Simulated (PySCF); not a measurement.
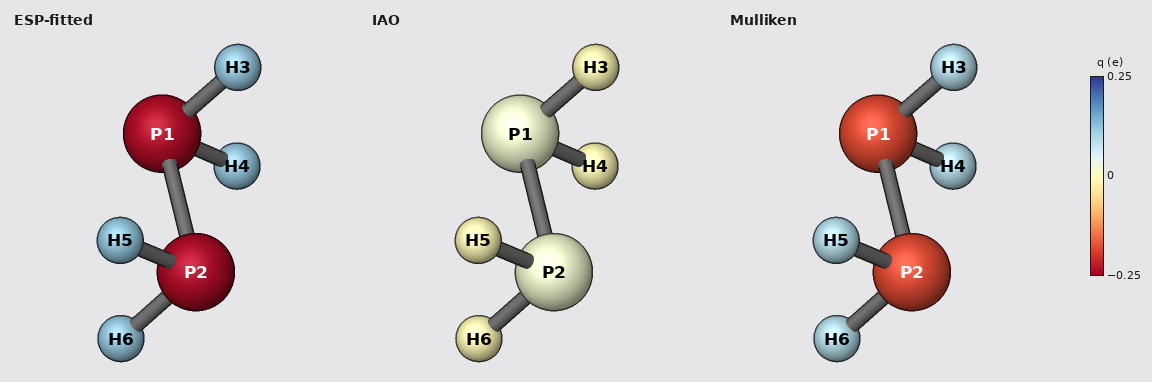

Atomic charges of one calculation by 3 schemes, on one colour scale. The computed structure is the end point of a PBE0-D3(BJ)/def2-SVP optimisation. No frequency run is at hand to confirm it as a minimum. Level of theory: PBE0/def2-TZVP (PySCF 2.14.0).

Question: Which scheme gives the most polar picture (largest mean size of the charges)?

Answer: The ESP-fitted charges are the largest in size here, and the IAO charges the smallest.

List the charges (e), one line for each set of equivalent atoms.

```csv
atom,ESP-fitted,IAO,Mulliken
"P1, P2",−0.24,0.02,−0.18
"H3, H4, H5…",0.12,−0.01,0.09
```
